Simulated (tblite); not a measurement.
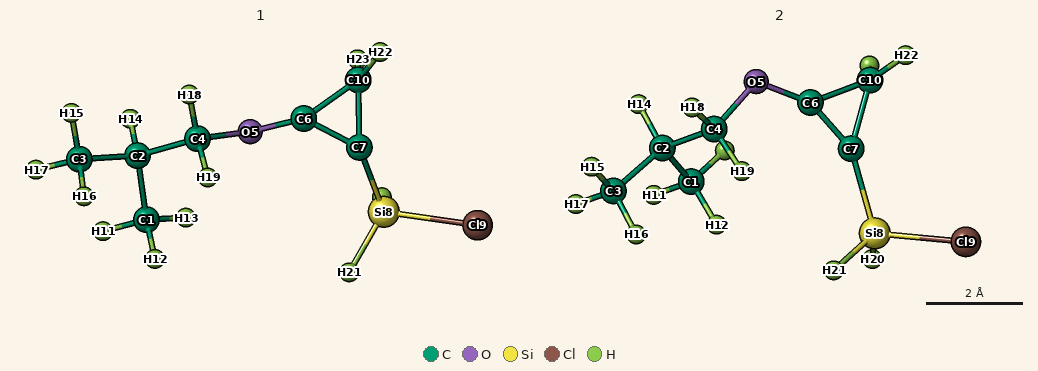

Two geometries of C$_{7}$H$_{13}$ClOSi, drawn at one scale. One is the start of a relaxation, the other its converged end. A ball-and-stick model, seen at a tilt.

Method: tblite 0.8.0, GFN2-xTB geometry optimisation, gas phase. 

Which of the two is the end point?

Answer. Structure 2 is the relaxed one. The atom that moves furthest after the best rigid fit is H20 (1.53 Å). Largest moves by element: H 1.53 Å, O 1.32 Å, C 1.00 Å, Cl 0.95 Å, Si 0.87 Å. Near-neighbour distances that change, for instance: C7–C10 1.418 → 1.534 Å, C7–Si8 1.761 → 1.841 Å, O5–C6 1.365 → 1.314 Å, C6–C10 1.446 → 1.476 Å. Bond angles that change, for instance: O5–C6–C7 122.0° → 151.7°, C6–C7–Si8 134.8° → 152.5°, O5–C6–C10 128.6° → 141.9°. Groups turn about C4–O5 by about 80°. Over 229 geometry steps the energy falls by 44.8 kcal/mol. The run took 2.9 s on 1 thread of Arm Neoverse V1, on a shared host.
